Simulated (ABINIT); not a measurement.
# Lithium (Im-3m): from the cell to the phonon bands

How does Lithium (Im-3m) vibrate, and is this structure a minimum?

Program: ABINIT 10.8.3. Level of theory: DFT PBE, scalar-relativistic, plane waves, PseudoDojo norm-conserving pseudopotentials. Results are calculated unless marked as measured.

## 1. The structure

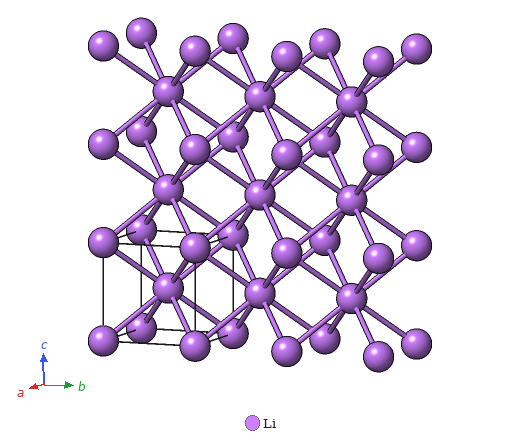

The cell as given, slightly off an axis (lithium purple). 1×3×3 cells are drawn. This picture shows the conventional cell, with its axes. Some periodic images of atoms are drawn too.

## 2. A probe with smearing

A first run with smearing and empty bands tells whether the crystal has a gap, which decides between fixed occupations and smearing later on.

Contents of probe.abi:

```
# ground state
tolvrs 1.0d-08
prtden 1
prtwf 1

# basis, mesh and filling
ecut 33.0
ngkpt 8 8 8
nshiftk 1
shiftk 0.0 0.0 0.0
istwfk *1
occopt 7
tsmear 0.005
nband 6
nstep 100
diemac 9.0
prtebands 0
prtgsr 0

# cell and atoms
acell 3*1.0 Angstrom
rprim 
    -1.75465 1.75465 1.75465
    1.75465 -1.75465 1.75465
    1.75465 1.75465 -1.75465
ntypat 1
znucl 3
natom 1
typat 1
xred 
    0.0 0.0 0.0
pp_dirpath "./pseudo"
pseudos "Li.upf"
```

The run is started by

```console
$ OMP_NUM_THREADS=1 mpirun -n 4 abinit probe.abi > probe.log
```

Numbers of over 12 decimals in the logs are rounded to 6 here.

probe.abo, the main output file:

```text
[banners, grids, parts of the stress and lines that vanish by symmetry left out]
- input  file    -> probe.abi
- output file    -> probe.abo
- root for input  files -> probei
[...]
Symmetries : space group Im -3 m (#229); Bravais cI (body-center cubic)
[...]
mpw =        1340          nfft =       27000          nkpt =          29
[...]
== DATASET  1 ==================================================================
[...]
cutoff_energies: {ecut:  33.0, pawecutdg:  -1.0, }
[...]
ETOT  1  -7.201859    -7.202E+00 1.642E-02 2.688E-01
 ETOT  2  -7.203728    -1.869E-03 5.197E-04 3.980E-03
 ETOT  3  -7.203728    -2.353E-07 2.181E-04 9.646E-05
 ETOT  4  -7.203728    -5.605E-09 8.942E-05 9.735E-07
 ETOT  5  -7.203728    -2.964E-11 2.509E-05 4.153E-08
 ETOT  6  -7.203728    -9.983E-13 8.311E-06 1.000E-10
 At SCF step    6       vres2   =  1.00E-10 < tolvrs=  1.00E-08 =>converged.
[...]
sigma(1 1)=  3.51803456E-05  sigma(3 2)=  0.00000000E+00
  sigma(2 2)=  3.51803456E-05  sigma(3 1)=  0.00000000E+00
  sigma(3 3)=  3.51803456E-05  sigma(2 1)=  0.00000000E+00
[...]
convergence: {deltae: -9.983E-13, res2:  1.000E-10, residm:  8.311E-06, diffor: null, }
etotal    :  -7.20372795E+00
[...]
sigma(1 1)=  3.51803456E-05  sigma(3 2)=  0.00000000E+00
  sigma(2 2)=  3.51803456E-05  sigma(3 1)=  0.00000000E+00
  sigma(3 3)=  3.51803456E-05  sigma(2 1)=  0.00000000E+00
[...]
- sigma(1 1)=  1.03504150E+00  sigma(3 2)=  0.00000000E+00
- sigma(2 2)=  1.03504150E+00  sigma(3 1)=  0.00000000E+00
- sigma(3 3)=  1.03504150E+00  sigma(2 1)=  0.00000000E+00
[...]
fcart     -0.0000000000E+00 -0.0000000000E+00 -0.0000000000E+00
           strten      3.5180345636E-05  3.5180345636E-05  3.5180345636E-05
================================================================================

[key lines of the parts left out:]
pressure_GPa:  -1.0350E+00
```

It took 2.3 s on 4 MPI ranks of Intel Xeon Platinum 8488C (Sapphire Rapids), shared host.

Numbers from this step:

```
volume per atom   : 21.61 Å³
pressure          : -1.035 GPa
gap on the k-mesh : 0 eV
```

No gap opens on this mesh, so smearing is kept; the printed pressure holds the stress of the finite basis too.

## 3. Relaxation

The harmonic expansion needs vanishing forces, and a free crystal bears no stress, so cell and atoms are brought to rest. Stress is more sensitive to the basis than forces are: the last 3 Ha under the cutoff are smoothed with ecutsm, and the cutoff is raised above that of the later runs.

Contents of relax.abi:

```
# relaxation
ionmov 2
optcell 2
dilatmx 1.08
ntime 40
tolmxf 1.0d-05
tolvrs 1.0d-14
prtwf 0
prtden 0
chksymtnons 0

# basis, mesh and filling
ecut 41.0
ecutsm 3.0
ngkpt 12 12 12
nshiftk 1
shiftk 0.0 0.0 0.0
istwfk *1
occopt 7
tsmear 0.01
nband 6
nstep 100
diemac 1000000.0
prtebands 0
prtgsr 0

# cell and atoms
acell 3*1.0 Angstrom
rprim 
    -1.75465 1.75465 1.75465
    1.75465 -1.75465 1.75465
    1.75465 1.75465 -1.75465
ntypat 1
znucl 3
natom 1
typat 1
xred 
    0.0 0.0 0.0
pp_dirpath "./pseudo"
pseudos "Li.upf"
```

The run is started by

```console
$ OMP_NUM_THREADS=1 mpirun -n 4 abinit relax.abi > relax.log
```

relax.abo, the main output file:

```text
[banners, grids, parts of the stress and lines that vanish by symmetry left out]
- input  file    -> relax.abi
- output file    -> relax.abo
- root for input  files -> relaxi
[...]
Symmetries : space group Im -3 m (#229); Bravais cI (body-center cubic)
[...]
mpw =        2334          nfft =       46656          nkpt =          72
[...]
== DATASET  1 ==================================================================
[...]
cutoff_energies: {ecut:  41.0, pawecutdg:  -1.0, }
[...]
ETOT  1  -7.201441    -7.201E+00 2.665E-02 4.744E-01
 ETOT  2  -7.204365    -2.924E-03 2.691E-04 8.702E-03
 ETOT  3  -7.204366    -8.993E-08 2.338E-04 1.492E-04
 ETOT  4  -7.204366    -2.718E-09 1.012E-04 3.325E-06
 ETOT  5  -7.204366    -3.663E-11 2.236E-04 2.294E-07
[...]
At SCF step    9       vres2   =  7.87E-17 < tolvrs=  1.00E-14 =>converged.
[...]
sigma(1 1)=  2.56455124E-05  sigma(3 2)=  0.00000000E+00
  sigma(2 2)=  2.56455124E-05  sigma(3 1)=  0.00000000E+00
  sigma(3 3)=  2.56455124E-05  sigma(2 1)=  0.00000000E+00
[...]
convergence: {deltae:  5.240E-14, res2:  7.874E-17, residm:  3.448E-05, diffor: null, }
etotal    :  -7.20436559E+00
[...]
ETOT  1  -7.204373    -7.204E+00 1.192E-05 1.848E-02
[...]
At SCF step    8       vres2   =  7.25E-17 < tolvrs=  1.00E-14 =>converged.
[...]
sigma(1 1)=  2.47630102E-05  sigma(3 2)=  0.00000000E+00
  sigma(2 2)=  2.47630102E-05  sigma(3 1)=  0.00000000E+00
  sigma(3 3)=  2.47630102E-05  sigma(2 1)=  0.00000000E+00
[...]
convergence: {deltae:  7.763E-13, res2:  7.245E-17, residm:  6.675E-08, diffor: null, }
etotal    :  -7.20437407E+00
[...]
ETOT  1  -7.203892    -7.204E+00 1.461E-02 1.258E+01
[...]
At SCF step    9       vres2   =  2.11E-17 < tolvrs=  1.00E-14 =>converged.
[...]
sigma(1 1)= -1.46419157E-06  sigma(3 2)=  0.00000000E+00
  sigma(2 2)= -1.46419157E-06  sigma(3 1)=  0.00000000E+00
  sigma(3 3)= -1.46419157E-06  sigma(2 1)=  0.00000000E+00
[...]
convergence: {deltae:  3.402E-13, res2:  2.111E-17, residm:  1.557E-09, diffor: null, }
etotal    :  -7.20448006E+00
[...]
ETOT  1  -7.204479    -7.204E+00 8.220E-08 3.752E-02
[...]
ETOT  7  -7.204480     2.176E-13 3.074E-12 1.497E-13
 ETOT  8  -7.204480    -4.459E-13 1.852E-13 9.107E-17
 At SCF step    8       vres2   =  9.11E-17 < tolvrs=  1.00E-14 =>converged.
[...]
sigma(1 1)=  7.27441767E-08  sigma(3 2)=  0.00000000E+00
  sigma(2 2)=  7.27441767E-08  sigma(3 1)=  0.00000000E+00
  sigma(3 3)=  7.27441767E-08  sigma(2 1)=  0.00000000E+00
[...]
convergence: {deltae: -4.459E-13, res2:  9.107E-17, residm:  1.852E-13, diffor: null, }
etotal    :  -7.20448038E+00
[...]
At Broyd/MD step   4, gradients are converged :
[...]
sigma(1 1)=  7.27441767E-08  sigma(3 2)=  0.00000000E+00
  sigma(2 2)=  7.27441767E-08  sigma(3 1)=  0.00000000E+00
  sigma(3 3)=  7.27441767E-08  sigma(2 1)=  0.00000000E+00
[...]
- sigma(1 1)=  2.14020757E-03  sigma(3 2)=  0.00000000E+00
- sigma(2 2)=  2.14020757E-03  sigma(3 1)=  0.00000000E+00
- sigma(3 3)=  2.14020757E-03  sigma(2 1)=  0.00000000E+00
[...]
fcart     -0.0000000000E+00 -0.0000000000E+00 -0.0000000000E+00
           strten      7.2744176724E-08  7.2744176724E-08  7.2744176724E-08
================================================================================

[key lines of the parts left out:]
pressure_GPa:  -2.1402E-03
Total energy (etotal) [Ha]= -7.20448037517022E+00
```

The job ended after 18 s (4 MPI ranks).

Relaxation path:

```
step  energy less that of the first step (eV)  largest force (eV/Å)  volume (Å³)
   1                                   0.0000                0.0000        21.61
   2                                  -0.0002                0.0000        21.56
   3                                  -0.0031                0.0000        20.28
   4                                  -0.0031                0.0000        20.34
```

```
conventional cell, symmetrised  before  after  change
                         a (Å)   3.509  3.439  -2.0 %
                         b (Å)   3.509  3.439  -2.0 %
                         c (Å)   3.509  3.439  -2.0 %
              volume (Å³/atom)   21.61  20.34  -5.9 %
```

Final coordinates:

```
Li
1.0
    -1.71967    1.71967    1.71967
     1.71967   -1.71967    1.71967
     1.71967    1.71967   -1.71967
Li
1
Cartesian
  0.0000 0.0000 0.0000
```

This step gave:

```
volume per atom : 20.34 Å³
pressure        : -0.002140 GPa
```

The volume changes by -5.9 % in this run and stands -5.9 % from the first cell.

## 4. Ground state

First-order wavefunctions inherit every error of the ground state, hence the very tight tolvrs. Smearing stays on, as the first look found no gap above 0.3 eV.

Contents of gs.abi:

```
# ground state
tolvrs 1.0d-16
prtden 1
prtwf 1

# basis, mesh and filling
ecut 33.0
ngkpt 12 12 12
nshiftk 1
shiftk 0.0 0.0 0.0
istwfk *1
occopt 7
tsmear 0.01
nband 6
nstep 100
diemac 1000000.0
prtebands 0
prtgsr 0

# cell and atoms
acell 3*1.0 Angstrom
rprim 
    -1.719674335 1.719674335 1.719674335
    1.719674335 -1.719674335 1.719674335
    1.719674335 1.719674335 -1.719674335
ntypat 1
znucl 3
natom 1
typat 1
xred 
    0.0 0.0 0.0
pp_dirpath "./pseudo"
pseudos "Li.upf"
```

The run is started by

```console
$ OMP_NUM_THREADS=1 mpirun -n 4 abinit gs.abi > gs.log
```

gs.abo, the main output file:

```text
[banners, grids, parts of the stress and lines that vanish by symmetry left out]
- input  file    -> gs.abi
- output file    -> gs.abo
- root for input  files -> gsi
[...]
Symmetries : space group Im -3 m (#229); Bravais cI (body-center cubic)
[...]
mpw =        1264          nfft =       27000          nkpt =          72
[...]
== DATASET  1 ==================================================================
[...]
cutoff_energies: {ecut:  33.0, pawecutdg:  -1.0, }
[...]
ETOT  1  -7.202691    -7.203E+00 2.277E-02 3.079E-01
 ETOT  2  -7.204382    -1.691E-03 2.953E-03 1.434E-03
 ETOT  3  -7.204382    -3.866E-08 3.660E-04 6.779E-05
 ETOT  4  -7.204382    -2.056E-09 4.899E-04 2.278E-06
 ETOT  5  -7.204382    -5.061E-11 1.491E-04 1.081E-07
 ETOT  6  -7.204382    -3.929E-12 1.043E-04 4.746E-10
 ETOT  7  -7.204382     4.547E-13 9.575E-05 1.816E-12
 ETOT  8  -7.204382    -1.901E-13 5.979E-05 4.745E-15
 ETOT  9  -7.204382     3.997E-13 4.924E-05 1.081E-17
 At SCF step    9       vres2   =  1.08E-17 < tolvrs=  1.00E-16 =>converged.
[...]
sigma(1 1)=  1.03092700E-05  sigma(3 2)=  0.00000000E+00
  sigma(2 2)=  1.03092700E-05  sigma(3 1)=  0.00000000E+00
  sigma(3 3)=  1.03092700E-05  sigma(2 1)=  0.00000000E+00
[...]
convergence: {deltae:  3.997E-13, res2:  1.081E-17, residm:  4.924E-05, diffor: null, }
etotal    :  -7.20438157E+00
[...]
sigma(1 1)=  1.03092700E-05  sigma(3 2)=  0.00000000E+00
  sigma(2 2)=  1.03092700E-05  sigma(3 1)=  0.00000000E+00
  sigma(3 3)=  1.03092700E-05  sigma(2 1)=  0.00000000E+00
[...]
- sigma(1 1)=  3.03309194E-01  sigma(3 2)=  0.00000000E+00
- sigma(2 2)=  3.03309194E-01  sigma(3 1)=  0.00000000E+00
- sigma(3 3)=  3.03309194E-01  sigma(2 1)=  0.00000000E+00
[...]
fcart     -0.0000000000E+00 -0.0000000000E+00 -0.0000000000E+00
           strten      1.0309269954E-05  1.0309269954E-05  1.0309269954E-05
================================================================================

[key lines of the parts left out:]
pressure_GPa:  -3.0331E-01
```

Elapsed: 3.9 s, on 4 MPI ranks; 15 s of CPU time.

Read from the output:

```yaml
pressure: -0.3033 GPa
```

The cell stands at -0.30 GPa: the relaxation ran with a smoothed and higher cutoff, and the difference is a stress of the finite basis.

(Part 1 of 3 ends here.)

[Host names and launcher messages were left out of these logs when they were recorded.]

[Logs are printed without paths, hosts, clocks, repeated set-up lines and the standing remarks that a program may print on its own settings, such as how far it seeks lower states.]

[Hosts, paths, dates, database ids (printed as entryN), source tags and the programs' standing remarks are cut or masked in the printed files.]
